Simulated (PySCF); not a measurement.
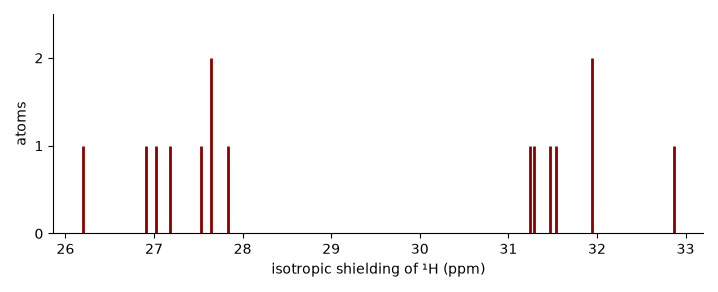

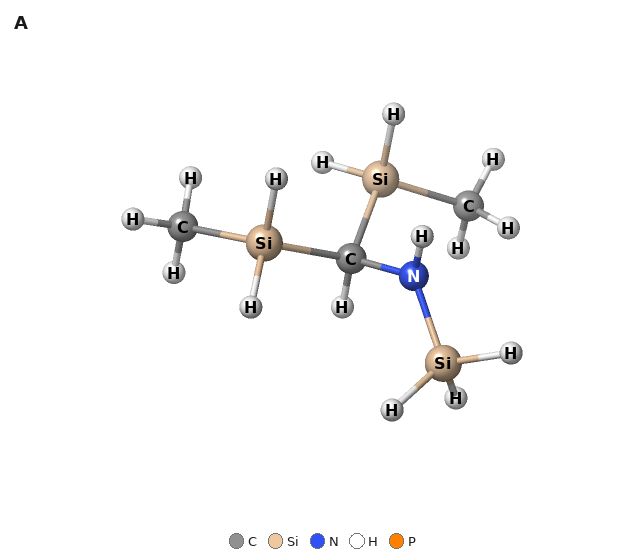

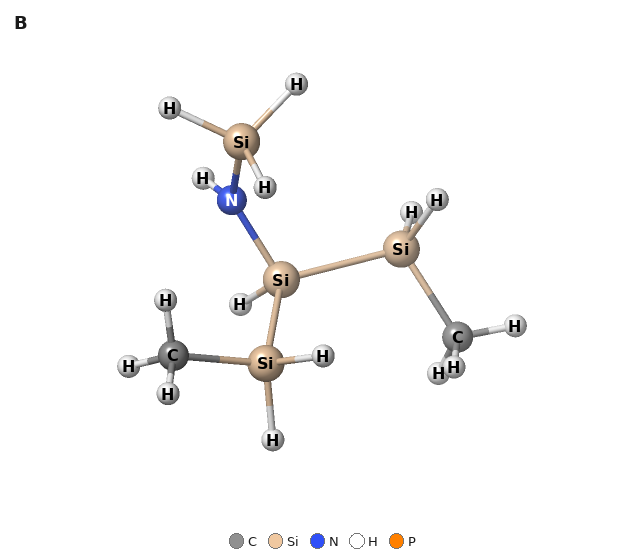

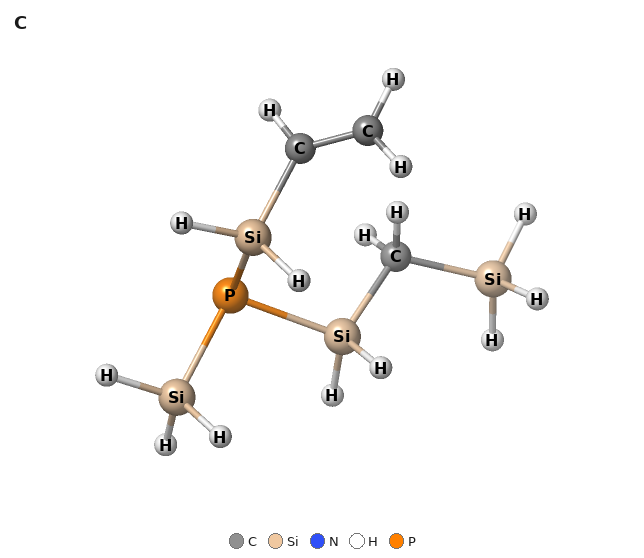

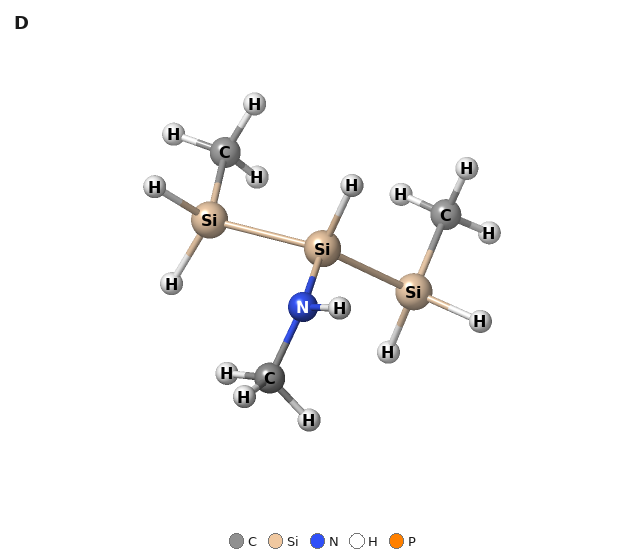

The sticks are computed shieldings of one of the molecules, for one fixed geometry (GFN2-xTB) without averaging over rotations. Low shielding means a high chemical shift. Method: GIAO PBE0/pcSseg-1 NMR shielding, non-relativistic, gas phase (PySCF 2.14.0).

### Match the spectrum to a structure.

B, `C[SiH2][SiH](N[SiH3])[SiH2]C`. Its 15 H atoms give lines at 26.20, 26.91, 27.02, 27.18, 27.53, 27.64 (2 atoms), 27.84, 31.24, 31.29, 31.47, 31.54, 31.95 (2 atoms), 32.87 ppm.

The geometry is semi-empirical. Around P, Si such bond lengths and angles can be off by a tenth of an ångström or more and by several degrees, and values that hang on the shape move with them.
